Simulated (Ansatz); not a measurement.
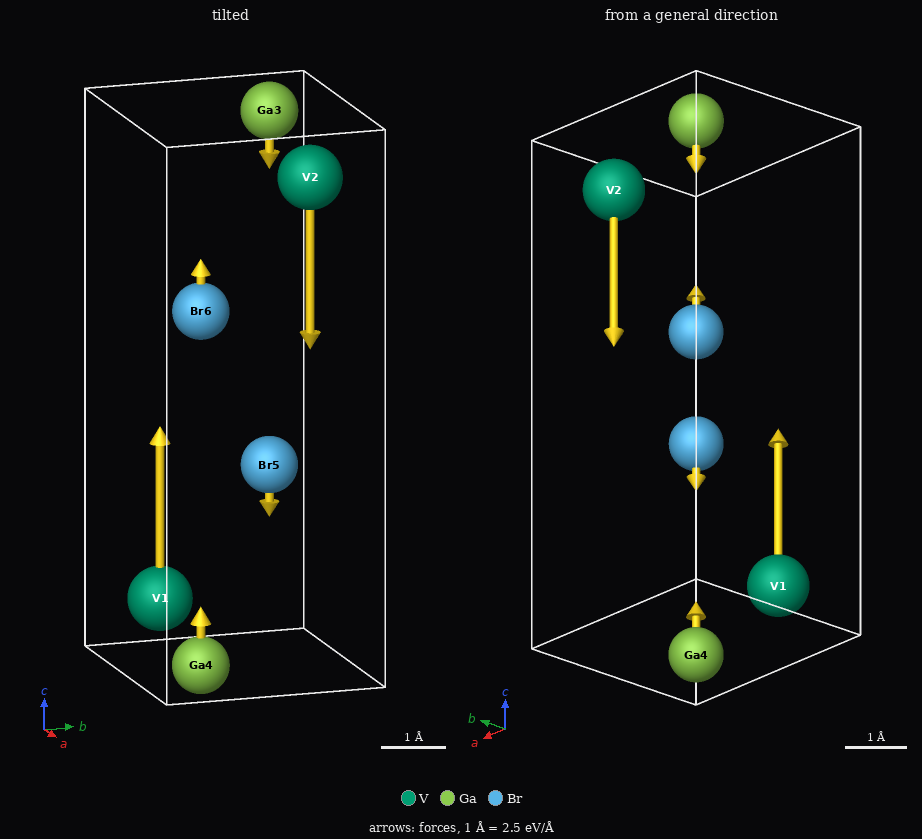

Structure drawing (spheres-only), viewed slightly off an axis and from a general direction. Atoms at the boundary of the simulation cell (the box) are drawn once for each face, edge or corner they touch. The arrows are the computed forces on the atoms.

System: VGaBr. Theory: DFT, PAW plane waves, PBE in Ansatz. Numerical settings: wavefunction cutoff 420 eV, an 8×9×4 k-point grid, Fermi-Dirac smearing of 0.1 eV, no spin polarisation.

Question: Judging by the arrows, is the geometry relaxed?

Answer: No. The atoms still feel forces of up to about 5.8 eV/Å, far above a usual threshold of 0.01 to 0.03 eV/Å.

Question: Where is the maximum force, and how large is it?

Answer: V1 and V2, about 5.8 eV/Å.

Note that this is a generated cell, made by putting these elements into a known structure type (the compound may or may not exist in this form), and that it hasn't been relaxed. It was the input of a calculation with Ansatz.
